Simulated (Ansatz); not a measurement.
# ClF₂HSi + HBr: a complex and its separated parts

Aim: how far the complex at one end of a reaction step lies below its separated, relaxed parts, level by level.

Computed with Ansatz 0.2.0, Gaussian basis. Level: PBE0-D4/def2-TZVP structures, single points in def2-TZVPP, no counterpoise correction.

Levels: SPW92, PBE-D4, BLYP-D4, r2SCAN-D4, B97M-V, PBE0-D4, B3LYP-D4, r2SCAN0-D4, BHLYP-D4, CAM-B3LYP-D4, wB97X-V, wB97M-V, B2PLYP, PBE-QIDH, RPA on PBE, Hartree-Fock, MP2, CCSD, CCSD(T).

Correlated methods freeze the cores. Filled d shells of the heavier atoms are correlated. B3LYP uses VWN-RPA correlation. B2PLYP carries no dispersion term here.

94 further runs of the same task are left out: 94 set aside as unsound or not needed. Runs told in other sessions of the task aren't counted.

**1. The system as given**

The complex: 7 atoms, charge 0, spin multiplicity 1.

Atoms are counted from 1 here; the program's logs count them from 0.

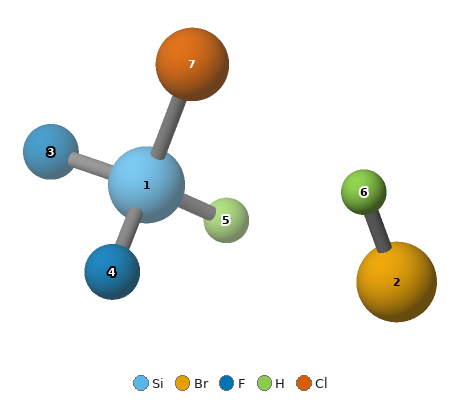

The starting geometry (colours as in the key); atoms are numbered from 1 in the order of the file.

Geometry (Å):

```xyz
7
BrClF2H2Si
Si   -0.6076    0.4330   -0.7868
Br    0.9909   -1.8955    1.9442
F    -1.3011    1.2111   -1.9708
F    -1.5188    0.5984    0.4878
H    -0.4615   -0.9791   -1.1388
H     1.7135   -0.6727    1.8871
Cl    1.1846    1.3047   -0.4226
```

Its parts: ClF₂HSi holds atoms 1, 3, 4, 5, 7; HBr holds atoms 2, 6. Each part counts its atoms afresh in its own runs.

**2. Relaxing ClF₂HSi alone**

File relax-a/in.yaml:

```yaml
crystal:
  periodic: [false, false, false]
  atoms:
    - {symbol: Si, position_ang: [-0.607609, 0.433019, -0.786807]}
    - {symbol: F, position_ang: [-1.301141, 1.211053, -1.970837]}
    - {symbol: F, position_ang: [-1.518837, 0.598419, 0.487840]}
    - {symbol: H, position_ang: [-0.461476, -0.979110, -1.138850]}
    - {symbol: Cl, position_ang: [1.184556, 1.304659, -0.422631]}
basis:
  gaussian: {orbitals: def2-TZVP}
hamiltonian: {xc: pbe0, dispersion: d4}
relax: {f_tol: 0.005, max_steps: 200}
```

Run with:

```console
> ansatz run in.yaml --threads 8 --pin off --events-out ev --progress --plain --max-ram 19148MiB
```

The program printed, shortened:

```text
Functional definition: PBE0
  name "PBE0"
  cite "Adamo & Barone, J. Chem. Phys. 110, 6158 (1999) doi:10.1063/1.478522"
  cite "Perdew, Burke & Ernzerhof, Phys. Rev. Lett. 77, 3865 (1996) doi:10.1103/PhysRevLett.77.3865"
  parent pbe
[...]
892 factors; their error is unknown
[...]
mean field -25845.90866563 eV, -949.8196244759 hartree, gradient 2.4e-5 eV, S^2 0.000000; 0 other end points of the search recorded, 0 dependent functions left out
[...]
reference -25845.90868885 eV, -949.8196253292 hartree; 25, 25 occupied and 117, 117 virtual orbitals, 892 factors
[...]
reference -25845.91054755 eV, -949.8196936349 hartree; 25, 25 occupied and 117, 117 virtual orbitals, 892 factors
Total energy: -25845.99799788 eV, -949.8229073753 hartree
Atom 0 at    -0.604255     0.441818    -0.789715 Å, force     0.000525    -0.000553    -0.000080 eV/Å
Atom 1 at    -1.306706     1.209934    -1.974211 Å, force     0.000055     0.000172    -0.000087 eV/Å
Atom 2 at    -1.518084     0.592515     0.486483 Å, force    -0.000005     0.000046     0.000132 eV/Å
Atom 3 at    -0.460835    -0.974852    -1.132877 Å, force    -0.000017     0.000516     0.000165 eV/Å
Atom 4 at     1.185372     1.298626    -0.420965 Å, force    -0.000558    -0.000181    -0.000131 eV/Å
Dipole moment:     0.105796    -0.218317    -0.045694 e Å
```

Wall time 3.9 s (8 threads of Arm Neoverse V2, shared host).

The steps of the relaxation:

| step | energy from step 1 (eV) | largest force component (eV/Å) |
| --- | --- | --- |
| 1 | 0.0000 | 0.2391 |
| 2 | -0.0017 | 0.0486 |
| 3 | -0.0018 | 0.0314 |
| 4 | -0.0018 | 0.0117 |
| 5 | -0.0019 | 0.0006 |

Close pairs (by a distance rule), those that changed most:

| bond | before (Å) | after (Å) | change (Å) |
| --- | --- | --- | --- |
| Si1–Cl5 | 2.026 | 2.018 | -0.008 |
| Si1–H4 | 1.463 | 1.465 | +0.002 |
| Si1–F3 | 1.576 | 1.577 | +0.001 |
| Si1–F2 | 1.577 | 1.577 | -0.001 |

**3. Relaxing HBr alone**

File relax-b/in.yaml:

```yaml
crystal:
  periodic: [false, false, false]
  atoms:
    - {symbol: Br, position_ang: [0.990873, -1.895461, 1.944199]}
    - {symbol: H, position_ang: [1.713533, -0.672678, 1.887086]}
basis:
  gaussian: {orbitals: def2-TZVP}
hamiltonian: {xc: pbe0, dispersion: d4}
relax: {f_tol: 0.005, max_steps: 200}
```

Run with:

```console
> ansatz run in.yaml --threads 8 --pin off --events-out ev --progress --plain --max-ram 19148MiB
```

The program printed, shortened:

```text
[... 5 set-up lines as earlier in the session ...]
[...]
457 factors; their error is unknown
[...]
mean field -70054.57276975 eV, -2574.4580645932 hartree, gradient 2.1e-5 eV, S^2 0.000000; 0 other end points of the search recorded, 0 dependent functions left out
[...]
reference -70054.57279898 eV, -2574.4580656676 hartree; 18, 18 occupied and 36, 36 virtual orbitals, 457 factors
Total energy: -70054.57831836 eV, -2574.4582685010 hartree
Atom 0 at     0.991074    -1.895121     1.944183 Å, force     0.002314     0.003915    -0.000183 eV/Å
Atom 1 at     1.713332    -0.673018     1.887102 Å, force    -0.002314    -0.003915     0.000183 eV/Å
Dipole moment:     0.100841     0.170629    -0.007970 e Å
```

It took 0.45 s on 8 threads of Arm Neoverse V2, shared host.

Step by step:

| step | energy from step 1 (eV) | largest force component (eV/Å) |
| --- | --- | --- |
| 1 | 0.0000 | 0.0216 |
| 2 | 0.0000 | 0.0039 |

The bond:

| bond | before (Å) | after (Å) | change (Å) |
| --- | --- | --- | --- |
| Br1–H2 | 1.422 | 1.421 | -0.001 |

**4. SPW92/def2-TZVPP**

File parta/in.yaml:

```yaml
crystal:
  periodic: [false, false, false]
  atoms:
    - {symbol: Si, position_ang: [-0.604255, 0.441818, -0.789715]}
    - {symbol: F, position_ang: [-1.306706, 1.209934, -1.974211]}
    - {symbol: F, position_ang: [-1.518084, 0.592515, 0.486483]}
    - {symbol: H, position_ang: [-0.460835, -0.974852, -1.132877]}
    - {symbol: Cl, position_ang: [1.185372, 1.298626, -0.420965]}
basis:
  gaussian: {orbitals: def2-TZVPP}
hamiltonian: {xc: lda}
```

File partb/in.yaml:

```yaml
crystal:
  periodic: [false, false, false]
  atoms:
    - {symbol: Br, position_ang: [0.991074, -1.895121, 1.944183]}
    - {symbol: H, position_ang: [1.713332, -0.673018, 1.887102]}
basis:
  gaussian: {orbitals: def2-TZVPP}
hamiltonian: {xc: lda}
```

One command serves all of them, each in its own folder.

Run with:

```console
> ansatz run in.yaml --threads 8 --pin off --events-out ev --progress --plain --max-ram 19148MiB
```

Output in parta, shortened:

```text
Functional definition: SPW92
  name "SPW92"
  cite "Dirac, Proc. Camb. Phil. Soc. 26, 376 (1930) doi:10.1017/S0305004100016108"
  cite "Slater, Phys. Rev. 81, 385 (1951) doi:10.1103/PhysRev.81.385"
  cite "Perdew & Wang, Phys. Rev. B 45, 13244 (1992) doi:10.1103/PhysRevB.45.13244"
[...]
953 factors; their error is unknown
[...]
mean field -25752.02756750 eV, -946.3695577543 hartree, gradient 7.7e-5 eV, S^2 0.000000; 0 other end points of the search recorded, 0 dependent functions left out
reference -25752.02759706 eV, -946.3695588406 hartree; 25, 25 occupied and 135, 135 virtual orbitals, 953 factors
Total energy: -25752.02759706 eV, -946.3695588406 hartree
```

Output in partb, shortened:

```text
[... 5 set-up lines as earlier in the session ...]
[...]
435 factors; their error is unknown
[...]
mean field -69965.45707461 eV, -2571.1831232018 hartree, gradient 6.0e-6 eV, S^2 0.000000; 0 other end points of the search recorded, 0 dependent functions left out
reference -69965.45709566 eV, -2571.1831239754 hartree; 18, 18 occupied and 44, 44 virtual orbitals, 435 factors
Total energy: -69965.45709566 eV, -2571.1831239754 hartree
```

They took 0.3 s (parta), 0.15 s (partb) on 8 threads of Arm Neoverse V2, shared host.

**5. PBE-D4/def2-TZVPP**

The same edit goes into each in.yaml of step 4 (parta, partb):

```diff
-hamiltonian: {xc: lda}
+hamiltonian: {xc: pbe, dispersion: d4}
```

The same command starts each run, in its folder.

Run with:

```console
> ansatz run in.yaml --threads 8 --pin off --events-out ev --progress --plain --max-ram 19148MiB
```

parta printed, shortened:

```text
Functional definition: PBE
  name "PBE"
[... 2 set-up lines as earlier in the session ...]
[...]
953 factors; their error is unknown
[...]
mean field -25844.12045120 eV, -949.7539088076 hartree, gradient 5.6e-5 eV, S^2 0.000000; 0 other end points of the search recorded, 0 dependent functions left out
reference -25844.12048307 eV, -949.7539099787 hartree; 25, 25 occupied and 135, 135 virtual orbitals, 953 factors
Total energy: -25844.22545220 eV, -949.7577675233 hartree
```

Output in partb, shortened:

```text
[... 4 set-up lines as earlier in the session ...]
[...]
435 factors; their error is unknown
[...]
mean field -70052.13673412 eV, -2574.3685419353 hartree, gradient 1.9e-5 eV, S^2 0.000000; 0 other end points of the search recorded, 0 dependent functions left out
reference -70052.13675678 eV, -2574.3685427680 hartree; 18, 18 occupied and 44, 44 virtual orbitals, 435 factors
Total energy: -70052.14354191 eV, -2574.3687921170 hartree
```

Times: 0.5 s (parta), 0.15 s (partb) on 8 threads of Arm Neoverse V2, shared host.

**6. BLYP-D4/def2-TZVPP**

Each input of step 5 (parta, partb) changes in the same lines:

```diff
-hamiltonian: {xc: pbe, dispersion: d4}
+hamiltonian: {xc: {name: BLYP}, dispersion: d4}
```

One command serves all of them, each in its own folder.

Run with:

```console
> ansatz run in.yaml --threads 8 --pin off --events-out ev --progress --plain --max-ram 19148MiB
```

Output in parta, shortened:

```text
Functional definition: BLYP
  name "BLYP"
  cite "Becke, Phys. Rev. A 38, 3098 (1988) doi:10.1103/PhysRevA.38.3098"
  cite "Lee, Yang & Parr, Phys. Rev. B 37, 785 (1988) doi:10.1103/PhysRevB.37.785"
[...]
953 factors; their error is unknown
[...]
mean field -25858.00121676 eV, -950.2640175333 hartree, gradient 4.2e-5 eV, S^2 0.000000; 0 other end points of the search recorded, 0 dependent functions left out
reference -25858.00150763 eV, -950.2640282225 hartree; 25, 25 occupied and 135, 135 virtual orbitals, 953 factors
Total energy: -25858.23674328 eV, -950.2726729732 hartree
```

Log of partb, shortened:

```text
[... 4 set-up lines as earlier in the session ...]
[...]
435 factors; their error is unknown
[...]
mean field -70063.39690860 eV, -2574.7823457148 hartree, gradient 8.5e-5 eV, S^2 0.000000; 0 other end points of the search recorded, 0 dependent functions left out
reference -70063.39711697 eV, -2574.7823533725 hartree; 18, 18 occupied and 44, 44 virtual orbitals, 435 factors
Total energy: -70063.41308905 eV, -2574.7829403354 hartree
```

They took 0.51 s (parta), 0.15 s (partb) on 8 threads of Arm Neoverse V2, shared host.

**7. r2SCAN-D4/def2-TZVPP**

The same edit goes into each in.yaml of step 6 (parta, partb):

```diff
-hamiltonian: {xc: {name: BLYP}, dispersion: d4}
+hamiltonian: {xc: r2scan, dispersion: d4}
```

The same command starts each run, in its folder.

Run with:

```console
> ansatz run in.yaml --threads 8 --pin off --events-out ev --progress --plain --max-ram 19148MiB
```

Log of parta, shortened:

```text
Functional definition: r2SCAN
  name "r2SCAN"
  cite "Furness, Kaplan, Ning, Perdew & Sun, J. Phys. Chem. Lett. 11, 8208 (2020) doi:10.1021/acs.jpclett.0c02405"
  cite "Furness, Kaplan, Ning, Perdew & Sun, J. Phys. Chem. Lett. 11, 9248 (2020) doi:10.1021/acs.jpclett.0c03077"
  parent r2scan
[...]
953 factors; their error is unknown
[...]
mean field -25854.89885638 eV, -950.1500078921 hartree, gradient 7.8e-5 eV, S^2 0.000000; 0 other end points of the search recorded, 0 dependent functions left out
reference -25854.89886468 eV, -950.1500081972 hartree; 25, 25 occupied and 135, 135 virtual orbitals, 953 factors
Total energy: -25854.92177592 eV, -950.1508501695 hartree
```

Output in partb, shortened:

```text
[... 5 set-up lines as earlier in the session ...]
[...]
435 factors; their error is unknown
[...]
mean field -70062.28305244 eV, -2574.7414122561 hartree, gradient 2.3e-5 eV, S^2 0.000000; 0 other end points of the search recorded, 0 dependent functions left out
reference -70062.28305855 eV, -2574.7414124805 hartree; 18, 18 occupied and 44, 44 virtual orbitals, 435 factors
Total energy: -70062.28451766 eV, -2574.7414661018 hartree
```

Times: 1.1 s (parta), 0.4 s (partb) on 8 threads of Arm Neoverse V2, shared host.

**8. B97M-V/def2-TZVPP**

The same edit goes into each in.yaml of step 7 (parta, partb):

```diff
-hamiltonian: {xc: r2scan, dispersion: d4}
+hamiltonian: {xc: {name: B97M-V}}
```

The same command starts each run, in its folder.

Run with:

```console
> ansatz run in.yaml --threads 8 --pin off --events-out ev --progress --plain --max-ram 19148MiB
```

Output in parta, shortened:

```text
Functional definition: B97M-V
  name "B97M-V"
  cite "Mardirossian & Head-Gordon, J. Chem. Phys. 142, 074111 (2015) doi:10.1063/1.4907719"
  cite "Becke, J. Chem. Phys. 107, 8554 (1997) doi:10.1063/1.475007"
  cite "Vydrov & Van Voorhis, J. Chem. Phys. 133, 244103 (2010) doi:10.1063/1.3521275"
  # Of w^i u^j: cxij and so on, Table III.
[...]
  gx(w, u) = cx00 + cx01*u + cx02*u^2 + (cx10 + cx11*u)*w
[...]
  gos(w, u) = cos00 + cos01*u + cos03*u^3 + cos10*w + cos32*w^3*u^2
[...]
      + integral(e_c_pw_mod_opposite_spin*gos(b97_w_opposite, b97_u_opposite)) + vv10(b, c)
953 factors; their error is unknown
[...]
mean field -25851.36811584 eV, -950.0202555706 hartree, gradient 7.4e-5 eV, S^2 0.000000; 0 other end points of the search recorded, 0 dependent functions left out
reference -25851.36816030 eV, -950.0202572045 hartree; 25, 25 occupied and 135, 135 virtual orbitals, 953 factors
Total energy: -25851.36816030 eV, -950.0202572045 hartree
```

partb printed, shortened:

```text
[... 5 set-up lines as earlier in the session ...]
  # Of w^i u^j: cxij and so on, Table III.
[...]
  gx(w, u) = cx00 + cx01*u + cx02*u^2 + (cx10 + cx11*u)*w
[...]
  gos(w, u) = cos00 + cos01*u + cos03*u^3 + cos10*w + cos32*w^3*u^2
[...]
      + integral(e_c_pw_mod_opposite_spin*gos(b97_w_opposite, b97_u_opposite)) + vv10(b, c)
435 factors; their error is unknown
[...]
mean field -70050.13090030 eV, -2574.2948289019 hartree, gradient 1.6e-5 eV, S^2 0.000000; 0 other end points of the search recorded, 0 dependent functions left out
reference -70050.13093215 eV, -2574.2948300723 hartree; 18, 18 occupied and 44, 44 virtual orbitals, 435 factors
Total energy: -70050.13093215 eV, -2574.2948300723 hartree
```

Wall times: 1.6 s (parta), 0.4 s (partb) on 8 threads of Arm Neoverse V2, shared host.

**9. PBE0-D4/def2-TZVPP**

Each input of step 8 (parta, partb) changes in the same lines:

```diff
-hamiltonian: {xc: {name: B97M-V}}
+hamiltonian: {xc: pbe0, dispersion: d4}
+output: {orbitals: {seedname: orbitals}}
```

Each run has its own folder and the same command.

Run with:

```console
> ansatz run in.yaml --threads 8 --pin off --events-out ev --progress --plain --max-ram 19148MiB
```

parta printed, shortened:

```text
[... 5 set-up lines as earlier in the session ...]
[...]
987 factors; their error is unknown
[...]
mean field -25845.92065199 eV, -949.8200649662 hartree, gradient 5.9e-5 eV, S^2 0.000000; 0 other end points of the search recorded, 0 dependent functions left out
reference -25845.92067517 eV, -949.8200658182 hartree; 25, 25 occupied and 135, 135 virtual orbitals, 987 factors
Total energy: -25846.00812550 eV, -949.8232795586 hartree
```

Log of partb, shortened:

```text
[... 5 set-up lines as earlier in the session ...]
[...]
472 factors; their error is unknown
[...]
mean field -70054.59430603 eV, -2574.4588560370 hartree, gradient 7.1e-6 eV, S^2 0.000000; 0 other end points of the search recorded, 0 dependent functions left out
reference -70054.59432329 eV, -2574.4588566713 hartree; 18, 18 occupied and 44, 44 virtual orbitals, 472 factors
Total energy: -70054.59984266 eV, -2574.4590595047 hartree
```

They took 0.65 s (parta), 0.15 s (partb) on 8 threads of Arm Neoverse V2, shared host.

**10. B3LYP-D4/def2-TZVPP**

The same edit goes into each in.yaml of step 9 (parta, partb):

```diff
-hamiltonian: {xc: pbe0, dispersion: d4}
-output: {orbitals: {seedname: orbitals}}
+hamiltonian: {xc: {name: B3LYP}, dispersion: d4}
```

Each run has its own folder and the same command.

Run with:

```console
> ansatz run in.yaml --threads 8 --pin off --events-out ev --progress --plain --max-ram 19148MiB
```

parta printed, shortened:

```text
Functional definition: B3LYP
  name "B3LYP"
  cite "Stephens, Devlin, Chabalowski & Frisch, J. Phys. Chem. 98, 11623 (1994) doi:10.1021/j100096a001"
[... 2 set-up lines as earlier in the session ...]
  cite "Vosko, Wilk & Nusair, Can. J. Phys. 58, 1200 (1980) doi:10.1139/p80-159"
[...]
975 factors; their error is unknown
[...]
mean field -25859.51069973 eV, -950.3194900093 hartree, gradient 6.3e-5 eV, S^2 0.000000; 0 other end points of the search recorded, 0 dependent functions left out
reference -25859.51091418 eV, -950.3194978901 hartree; 25, 25 occupied and 135, 135 virtual orbitals, 975 factors
Total energy: -25859.68344109 eV, -950.3258381371 hartree
```

Log of partb, shortened:

```text
[... 6 set-up lines as earlier in the session ...]
[...]
472 factors; their error is unknown
[...]
mean field -70063.59661294 eV, -2574.7896847139 hartree, gradient 6.2e-6 eV, S^2 0.000000; 0 other end points of the search recorded, 0 dependent functions left out
reference -70063.59677012 eV, -2574.7896904905 hartree; 18, 18 occupied and 44, 44 virtual orbitals, 472 factors
Total energy: -70063.60790366 eV, -2574.7900996403 hartree
```

They took 0.7 s (parta), 0.2 s (partb) on 8 threads of Arm Neoverse V2, shared host.

**11. r2SCAN0-D4/def2-TZVPP**

The same edit goes into each in.yaml of step 10 (parta, partb):

```diff
-hamiltonian: {xc: {name: B3LYP}, dispersion: d4}
+hamiltonian: {xc: {name: r2SCAN0}, dispersion: d4}
```

One command serves all of them, each in its own folder.

Run with:

```console
> ansatz run in.yaml --threads 8 --pin off --events-out ev --progress --plain --max-ram 19148MiB
```

Log of parta, shortened:

```text
Functional definition: r2SCAN0
  name "r2SCAN0"
  cite "Bursch, Neugebauer, Ehlert & Grimme, J. Chem. Phys. 156, 134105 (2022) doi:10.1063/5.0086040"
[... 3 set-up lines as earlier in the session ...]
[...]
987 factors; their error is unknown
[...]
mean field -25853.99970433 eV, -950.1169646636 hartree, gradient 5.1e-5 eV, S^2 0.000000; 0 other end points of the search recorded, 0 dependent functions left out
reference -25853.99971081 eV, -950.1169649018 hartree; 25, 25 occupied and 135, 135 virtual orbitals, 987 factors
Total energy: -25854.02725288 eV, -950.1179770543 hartree
```

Output in partb, shortened:

```text
[... 6 set-up lines as earlier in the session ...]
[...]
472 factors; their error is unknown
[...]
mean field -70062.25255625 eV, -2574.7402915416 hartree, gradient 7.3e-6 eV, S^2 0.000000; 0 other end points of the search recorded, 0 dependent functions left out
reference -70062.25256113 eV, -2574.7402917212 hartree; 18, 18 occupied and 44, 44 virtual orbitals, 472 factors
Total energy: -70062.25427600 eV, -2574.7403547415 hartree
```

They took 1.2 s (parta), 0.45 s (partb) on 8 threads of Arm Neoverse V2, shared host.

**12. BHLYP-D4/def2-TZVPP**

Each input of step 11 (parta, partb) changes in the same lines:

```diff
-hamiltonian: {xc: {name: r2SCAN0}, dispersion: d4}
+hamiltonian: {xc: {name: BHLYP}, dispersion: d4}
```

Each run has its own folder and the same command.

Run with:

```console
> ansatz run in.yaml --threads 8 --pin off --events-out ev --progress --plain --max-ram 19148MiB
```

Output in parta, shortened:

```text
Functional definition: BHLYP
  name "BHLYP"
  cite "Becke, J. Chem. Phys. 98, 1372 (1993) doi:10.1063/1.464304"
[... 2 set-up lines as earlier in the session ...]
[...]
1063 factors; their error is unknown
[...]
mean field -25856.77977416 eV, -950.2191303456 hartree, gradient 8.2e-5 eV, S^2 0.000000; 0 other end points of the search recorded, 0 dependent functions left out
reference -25856.77991832 eV, -950.2191356434 hartree; 25, 25 occupied and 135, 135 virtual orbitals, 1063 factors
Total energy: -25856.91677495 eV, -950.2241650319 hartree
```

partb printed, shortened:

```text
[... 5 set-up lines as earlier in the session ...]
[...]
514 factors; their error is unknown
[...]
mean field -70062.48027244 eV, -2574.7486599575 hartree, gradient 8.3e-6 eV, S^2 0.000000; 0 other end points of the search recorded, 0 dependent functions left out
reference -70062.48038030 eV, -2574.7486639210 hartree; 18, 18 occupied and 44, 44 virtual orbitals, 514 factors
Total energy: -70062.48823989 eV, -2574.7489527559 hartree
```

Wall times: 0.65 s (parta), 0.2 s (partb) on 8 threads of Arm Neoverse V2, shared host.

**13. CAM-B3LYP-D4/def2-TZVPP**

The same edit goes into each in.yaml of step 12 (parta, partb):

```diff
-hamiltonian: {xc: {name: BHLYP}, dispersion: d4}
+hamiltonian: {xc: {name: CAM-B3LYP}, dispersion: d4}
```

Each run has its own folder and the same command.

Run with:

```console
> ansatz run in.yaml --threads 8 --pin off --events-out ev --progress --plain --max-ram 19148MiB
```

parta printed, shortened:

```text
Functional definition: CAM-B3LYP
  name "CAM-B3LYP"
  cite "Yanai, Tew & Handy, Chem. Phys. Lett. 393, 51 (2004) doi:10.1016/j.cplett.2004.06.011"
  cite "Iikura, Tsuneda, Yanai & Hirao, J. Chem. Phys. 115, 3540 (2001) doi:10.1063/1.1383587"
[... 2 set-up lines as earlier in the session ...]
[...]
  # Exact exchange under (alpha + beta erf(omega r))/r, Becke's under what is left of 1/r.
[...]
975 factors; their error is unknown
182 factors; integrals over basis functions are off by at most 1.5e-5 eV
[...]
mean field -25858.06207304 eV, -950.2662539603 hartree, gradient 6.5e-5 eV, S^2 0.000000; 0 other end points of the search recorded, 0 dependent functions left out
reference -25858.06217743 eV, -950.2662577966 hartree; 25, 25 occupied and 135, 135 virtual orbitals, 975 factors
Total energy: -25858.15100444 eV, -950.2695221289 hartree
```

Log of partb, shortened:

```text
[... 6 set-up lines as earlier in the session ...]
[...]
  # Exact exchange under (alpha + beta erf(omega r))/r, Becke's under what is left of 1/r.
[...]
472 factors; their error is unknown
82 factors; integrals over basis functions are off by at most 1.2e-4 eV
[...]
mean field -70066.16344747 eV, -2574.8840141431 hartree, gradient 3.1e-5 eV, S^2 0.000000; 0 other end points of the search recorded, 0 dependent functions left out
reference -70066.16352417 eV, -2574.8840169617 hartree; 18, 18 occupied and 44, 44 virtual orbitals, 472 factors
Total energy: -70066.16900192 eV, -2574.8842182655 hartree
```

Times: 0.75 s (parta), 0.2 s (partb) on 8 threads of Arm Neoverse V2, shared host.

(Part 1 of 2 ends here.)
